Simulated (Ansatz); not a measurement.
We consider C11b MoSi2, described by PBEsol-D3(BJ) (Ansatz, a quantum-chemistry and plane-wave program, PAW).

Settings: plane-wave cutoff 520 eV, 24×24×24 k mesh, Fermi–Dirac smearing 0.05 eV, no spin polarisation, scalar-relativistic PAW data made under PBE.

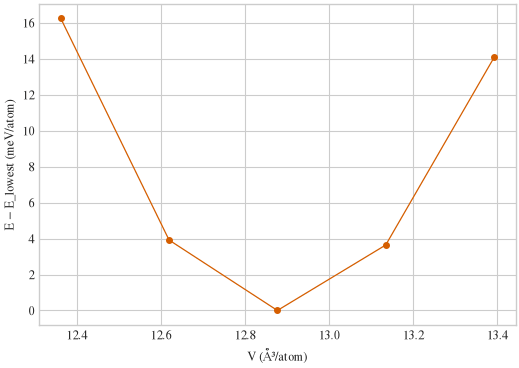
Fig. 1. Total energy against volume

Q: From the curve, estimate the equilibrium volume and the bulk modulus.

A: V0 ≈ 12.9 Å³/atom and B0 ≈ 230 GPa; the fit gives V0 = 12.877 Å³/atom, B0 = 235 GPa, B′ = 4.4.

Shape and atoms are relaxed at each volume.

Measured, for comparison: bulk modulus 222 ± 2 GPa (room temperature, not corrected to a static lattice, B' = 4; as tabulated in Structural stability of MoSi2 and Mo5Si3 under high pressure, Chin. Phys. B 26 …). Computed (rounded) less measured: bulk modulus +6 %. A static lattice is as a rule a little smaller and stiffer than an uncorrected measurement, which narrows the difference in the bulk modulus and would widen misses of the other sign.

Note: the bulk modulus comes from volumes at which shape and atoms were relaxed.

The computed numbers hold no vibrational or temperature effects.
